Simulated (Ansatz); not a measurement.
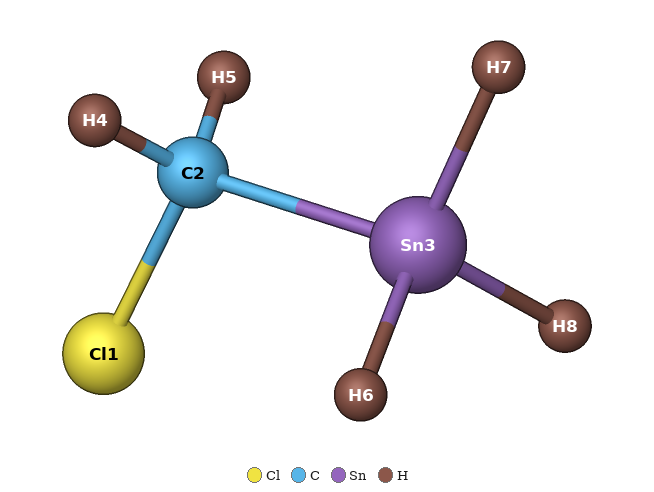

Harmonic vibrations computed with RKS PBE0-D4/def2-TZVP, core potentials on Sn (Ansatz 0.2.0) at a stationary point of the same level.

Minimum or transition state?

A minimum: no imaginary frequency, and the lowest mode lies at 84 cm⁻¹.

How many vibrational modes are there, and where do they lie?

18 modes: 84, 140, 404, 413, 555, 683, 709, 719, 730, 755, 1124, 1168, 1432, 1935, 1962, 1965, 3102, 3170 cm⁻¹.
